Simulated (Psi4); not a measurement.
# One shape, several levels: triplet GeNH3

We compute a comparison of 4 runs (U-revPBE/def2-TZVP, UM06-L/def2-TZVP, UPBE/def2-TZVP, UPBE0/def2-TZVP) of triplet GeNH3. 

Program for the calculation: Psi4 1.11.

## (1) Starting point

GeNH3: 5 atoms, total charge 0, spin state triplet. As SMILES of the parent species, `[NH2][GeH]`. The shape is that of a PBE0-D4/def2-TZVP optimisation. This is one conformer, not always the lowest. That shape belongs to the parent species and isn't relaxed for this state.

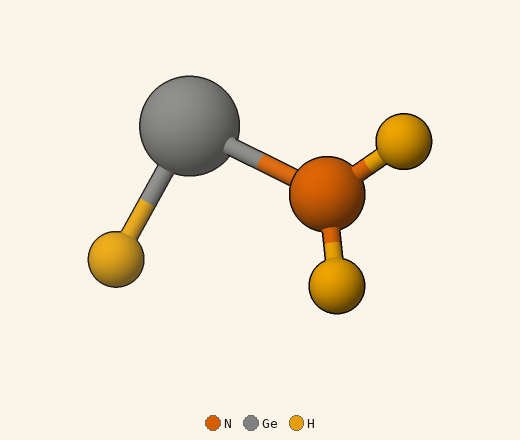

Viewed from a chosen angle; nitrogen orange, germanium grey, hydrogen amber.

## (2) Energy and gradient at U-revPBE/def2-TZVP (run 1)

job.in

```
memory 1.6 GB

molecule system {
  0 3
  N
  Ge 1 R2
  H 1 R3 2 A3
  H 1 R4 3 A4 2 D4
  H 2 R5 1 A5 4 D5

  R2 = 1.81556
  R3 = 1.0075
  A3 = 121.87779
  R4 = 1.00715
  A4 = 112.4737
  D4 = -179.99527
  R5 = 1.601587
  A5 = 92.63576
  D5 = -0.0344
  symmetry c1
}

set basis def2-TZVP
set reference uks
set puream true
set e_convergence 1e-09
set d_convergence 1e-08
set scf_type pk
set dft_radial_points 99
set dft_spherical_points 590
set maxiter 200

gradient("revpbe")
```

Launch:

```
$ psi4 job.in job.out -n 1
```

job.out:

```text
[...]
  Running in c1 symmetry.
[...]
  Nuclear repulsion =   98.834781575710707
[...]
  Multiplicity = 3
[...]
  Nalpha       = 22
  Nbeta        = 20
[...]
    Number of basis functions: 97
[...]
   @UKS iter   1: -2131.46635149147642   -1.40127e+00   3.31120e-02 DIIS/ADIIS
[...]
   @UKS iter  15: -2133.30468546498014   -5.91172e-12   6.73455e-09 DIIS
[...]
   @S^2 Observed:                2.002733754E+00
[...]
  @UKS Final Energy: -2133.30468546498014
   => Energetics <=
    Nuclear Repulsion Energy =             98.8347815757107071
    One-Electron Energy =               -3167.4011727775341569
    Two-Electron Energy =                1022.1284643302391260
    DFT Exchange-Correlation Energy =     -86.8667585933959714
    Empirical Dispersion Energy =           0.0000000000000000
    VV10 Nonlocal Energy =                  0.0000000000000000
    Total Energy =                      -2133.3046854649801389
[...]
  -Total Gradient:
     Atom            X                  Y                   Z
    ------   -----------------  -----------------  -----------------
       1        0.000014826756    -0.024924334794     0.018932473055
       2       -0.000007801384     0.026936599062    -0.005390364830
       3        0.000004464227    -0.003661725602     0.005721376442
       4       -0.000021104471     0.007940577784    -0.001800990433
       5        0.000009615807    -0.006290472373    -0.017464679926
[...]
```

It took 23 s on 1 thread of Intel Xeon 6975P-C (Granite Rapids), shared host; peak memory 0.75 GiB.

## (3) Energy and forces at UM06-L/def2-TZVP (run 2)

geh3n.in

```
memory 1.6 GB

molecule molecule1 {
  0 3
  N
  Ge 1 1.81556
  H 1 1.0075 2 121.87779
  H 1 1.00715 3 112.4737 2 -179.99527
  H 2 1.601587 1 92.63576 4 -0.0344
  symmetry c1
  no_reorient
  no_com
}

set basis def2-TZVP
set reference uks
set puream true
set e_convergence 1e-09
set d_convergence 1e-08
set scf_type pk
set dft_radial_points 99
set dft_spherical_points 590
set maxiter 200

e_tot, wfn = gradient('m06-l', return_wfn=True)
oeprop(wfn, 'LOWDIN_CHARGES', 'QUADRUPOLE', 'MULLIKEN_CHARGES', title='M06-L')
```

Launch:

```
$ psi4 geh3n.in geh3n.out -n 1
```

geh3n.out:

```text
[...]
  Running in c1 symmetry.
[...]
  Nuclear repulsion =   98.834781575710707
[...]
  Multiplicity = 3
[...]
  Nalpha       = 22
  Nbeta        = 20
[...]
    Number of basis functions: 97
[...]
   @UKS iter   1: -2131.67573805881284   -1.64639e+00   3.24253e-02 DIIS/ADIIS
[...]
   @UKS iter  15: -2133.40435099141814   -9.09495e-13   3.64432e-09 DIIS
[...]
   @S^2 Observed:                2.004117226E+00
[...]
  @UKS Final Energy: -2133.40435099141814
   => Energetics <=
    Nuclear Repulsion Energy =             98.8347815757107071
    One-Electron Energy =               -3168.2753523609894728
    Two-Electron Energy =                1023.0826823434870221
    DFT Exchange-Correlation Energy =     -87.0464625496265256
    Empirical Dispersion Energy =           0.0000000000000000
    VV10 Nonlocal Energy =                  0.0000000000000000
    Total Energy =                      -2133.4043509914181413
[...]
  -Total Gradient:
     Atom            X                  Y                   Z
    ------   -----------------  -----------------  -----------------
       1        0.000018010212    -0.025834445142     0.019615622998
       2       -0.000010280057     0.028395529820     0.001589450433
       3        0.000005117866     0.004424820436     0.002165296400
       4       -0.000023931472     0.000677365552    -0.006012874161
       5        0.000011038088    -0.007695003180    -0.017222060595
[...]
```

It took 41 s on 1 thread of Intel Xeon 6975P-C (Granite Rapids), shared host; peak memory 0.84 GiB.

## (4) Energy and forces at UPBE/def2-TZVP (run 3)

calc.py

```python
import psi4

psi4.set_memory('1600 MB')
psi4.set_num_threads(1)
psi4.core.set_output_file('output.dat', False)

m = psi4.geometry("""
0 3
N
Ge 1 1.81556
H 1 1.0075 2 121.87779
H 1 1.00715 3 112.4737 2 -179.99527
H 2 1.601587 1 92.63576 4 -0.0344
symmetry c1
""")

psi4.set_options({
    'reference': 'uks',
    'puream': True,
    'e_convergence': 1e-09,
    'd_convergence': 1e-08,
    'scf_type': 'pk',
    'dft_radial_points': 99,
    'dft_spherical_points': 590,
    'maxiter': 200,
})

E, wfn = psi4.gradient('pbe/def2-TZVP', return_wfn=True)
psi4.oeprop(wfn, 'MAYER_INDICES', 'QUADRUPOLE', 'DIPOLE')
print('gradient / Eh bohr^-1')
print(E.np.round(6))
print(f'energy = {wfn.energy():.10f} Eh')
```

Launch:

```
$ python calc.py
```

output.dat:

```text
[...]
  Running in c1 symmetry.
[...]
  Nuclear repulsion =   98.834781575710707
[...]
  Multiplicity = 3
[...]
  Nalpha       = 22
  Nbeta        = 20
[...]
    Number of basis functions: 97
[...]
   @UKS iter   1: -2131.24178341601009   -1.38007e+00   3.31780e-02 ADIIS/DIIS
[...]
   @UKS iter  15: -2133.09447511278040   -5.45697e-12   5.19344e-09 DIIS
[...]
   @S^2 Observed:                2.002462831E+00
[...]
  @UKS Final Energy: -2133.09447511278040
   => Energetics <=
    Nuclear Repulsion Energy =             98.8347815757107071
    One-Electron Energy =               -3167.3646278601490849
    Two-Electron Energy =                1022.0792355132942930
    DFT Exchange-Correlation Energy =     -86.6438643416362737
    Empirical Dispersion Energy =           0.0000000000000000
    VV10 Nonlocal Energy =                  0.0000000000000000
    Total Energy =                      -2133.0944751127804011
[...]
  -Total Gradient:
     Atom            X                  Y                   Z
    ------   -----------------  -----------------  -----------------
       1        0.000015523338    -0.024743081879     0.015904967624
       2       -0.000009055730     0.026833156753    -0.002280494368
       3        0.000005282331    -0.003527808221     0.005408796119
       4       -0.000022258449     0.007988488934    -0.001982003759
       5        0.000010509496    -0.006550162021    -0.017052978879
[...]
```

The script printed:

```text
gradient / Eh bohr^-1
[[ 1.6000e-05 -2.4743e-02  1.5905e-02]
 [-9.0000e-06  2.6833e-02 -2.2800e-03]
 [ 5.0000e-06 -3.5280e-03  5.4090e-03]
 [-2.2000e-05  7.9880e-03 -1.9820e-03]
 [ 1.1000e-05 -6.5500e-03 -1.7053e-02]]
energy = -2133.0944751128 Eh
```

Wall time 23 s (1 thread of Intel Xeon 6975P-C (Granite Rapids), shared host); peak memory 0.76 GiB.

## (5) A single-point energy at UPBE0/def2-TZVP (run 4)

geh3n.inp

```
memory 1600 mb

molecule {
  0 3
  N     -0.084100    -0.602200     0.097400
  Ge     0.988800     0.853400     0.259800
  H      0.180600    -1.502000     0.465300
  H     -0.985000    -0.620100    -0.352500
  H     -0.050300     1.797200    -0.511300
  symmetry c1
}

set globals {
  reference            uks
  puream               true
  e_convergence        1e-09
  d_convergence        1e-08
  scf_type             pk
  dft_radial_points    99
  dft_spherical_points 590
  maxiter              200
}

e, wfn = energy("pbe0/def2-TZVP", return_wfn=True)
print_variables()
```

Launch:

```
$ psi4 -n 1 geh3n.inp geh3n.out
```

geh3n.out:

```text
[...]
  Running in c1 symmetry.
[...]
  Nuclear repulsion =   98.834760907510145
[...]
  Multiplicity = 3
[...]
  Nalpha       = 22
  Nbeta        = 20
[...]
    Number of basis functions: 97
[...]
   @UKS iter   1: -2131.54293287197652   -1.93430e+00   3.15269e-02 ADIIS/DIIS
[...]
   @UKS iter  13: -2133.15185942509243   -1.81899e-11   8.54447e-09 DIIS
[...]
   @S^2 Observed:                2.004135439E+00
[...]
  @UKS Final Energy: -2133.15185942509243
   => Energetics <=
    Nuclear Repulsion Energy =             98.8347609075101445
    One-Electron Energy =               -3167.8967823206930916
    Two-Electron Energy =                1001.3879554118128681
    DFT Exchange-Correlation Energy =     -65.4777934237221615
    Empirical Dispersion Energy =           0.0000000000000000
    VV10 Nonlocal Energy =                  0.0000000000000000
    Total Energy =                      -2133.1518594250924252
[...]
 Multipole Moments:
 ------------------------------------------------------------------------------------
     Multipole            Electronic (a.u.)      Nuclear  (a.u.)        Total (a.u.)
 ------------------------------------------------------------------------------------
 L = 1.  Multiply by 2.5417464519 to convert [e a0] to [Debye]
 Dipole X            :          4.8308082           -4.9414476           -0.1106394
 Dipole Y            :          4.0154347           -4.3815885           -0.3661538
 Dipole Z            :          1.3931222           -1.3536059            0.0395163
 Magnitude           :                                                    0.3845403
[...]
```

Run time: 17 s. Hardware: 1 thread of Intel Xeon 6975P-C (Granite Rapids), shared host; peak memory 0.77 GiB.

## (6) The series

```
run               level      task   energy (Eh)  dipole moment (D)  HOMO energy (eV)   ⟨S²⟩  wall time
  1  U-revPBE/def2-TZVP  gradient  -2133.304685               1.08             -3.05  2.003       23 s
  2    UM06-L/def2-TZVP  gradient  -2133.404351               1.14             -3.14  2.004       41 s
  3      UPBE/def2-TZVP  gradient  -2133.094475               1.09             -3.06  2.002       23 s
  4     UPBE0/def2-TZVP    energy  -2133.151859               0.98             -4.16  2.004       17 s
```

## (7) Summary of results

| quantity | value |
| --- | --- |
| run 4: total energy | -2133.15186 Eh |
| run 4: dipole moment | 0.98 D |
| run 4: HOMO energy (highest over α and β) | -4.16 eV |
| run 4: ⟨S²⟩ | 2.004 |

In words: The dipole moment (its size) runs from 0.98 D (UPBE0/def2-TZVP) to 1.14 D (UM06-L/def2-TZVP). Totals of different functionals can't be ranked against each other. All runs together took 1.7 min, the longest 41 s.
